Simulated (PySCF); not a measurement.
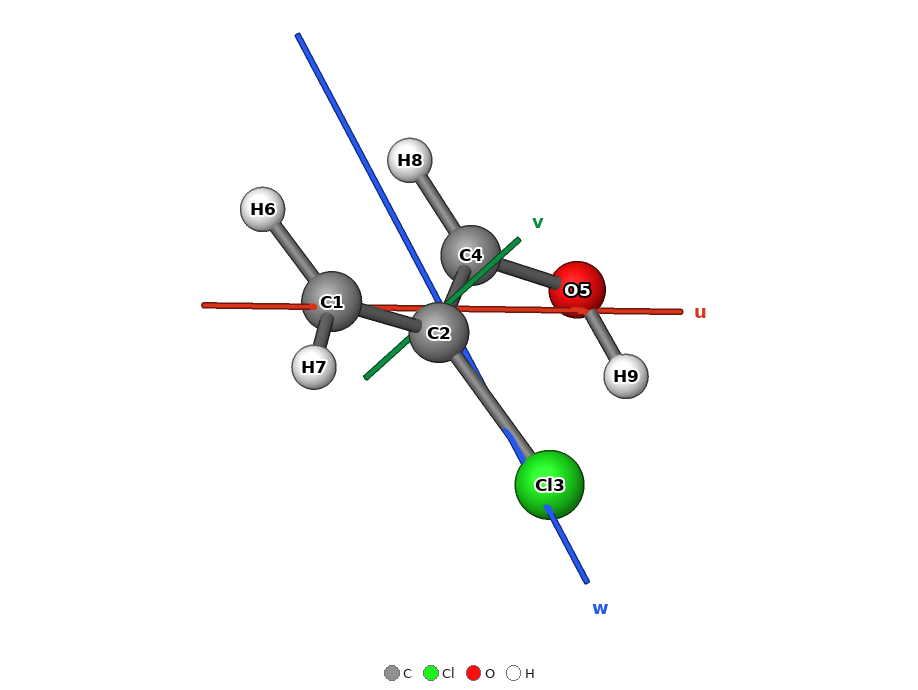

The lines u, v and w are the principal axes of the g tensor. Charge 0, doublet. Computed geometry: GFN2-xTB optimisation. No frequency run is at hand to confirm it as a minimum. Properties computed with UKS B3LYP, pcH-1 on C Cl H O, non-relativistic, mean-field spin-orbit, GIAO (PySCF 2.14.0).

> Along which axis does g lie farthest from the free-electron value?

Along w (in the molecular plane, across the long direction C1···O5): the shift is 1178 ppm.

Give the principal values and shifts.

| axis | g | shift (ppm) |
| --- | --- | --- |
| u | 2.00256 | 243 |
| v | 2.00221 | −111 |
| w | 2.00350 | 1178 |
